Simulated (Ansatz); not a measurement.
A computed series for AlRu: pressure series

The reference is AlRu in the CsCl type structure (space group Pm-3m, No. 221; a = 2.983 Å).

Cell and atoms are relaxed at each pressure.

The values are results of r2SCAN, PAW, 500 eV (Ansatz, a first-principles code; no spin-orbit coupling), not measurements.

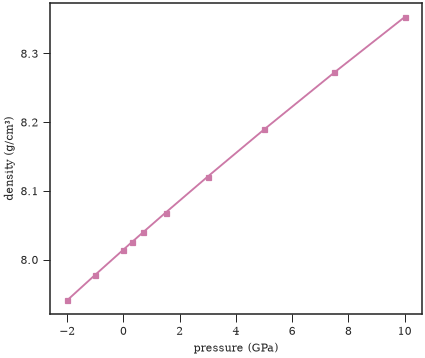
Density against pressure

```
pressure (GPa)     density
--------------  ----------
-2              7.94 g/cm³
-1              7.98 g/cm³
0.3             8.03 g/cm³
0.7             8.04 g/cm³
1.5             8.07 g/cm³
3               8.12 g/cm³
5               8.19 g/cm³
7.5             8.27 g/cm³
10              8.35 g/cm³
```

Load acts through the strain it causes; cell and atoms are relaxed under it. Whether these cells are dynamically stable was not tested. No other phases were tried under pressure. The final runs are not spin-polarised.
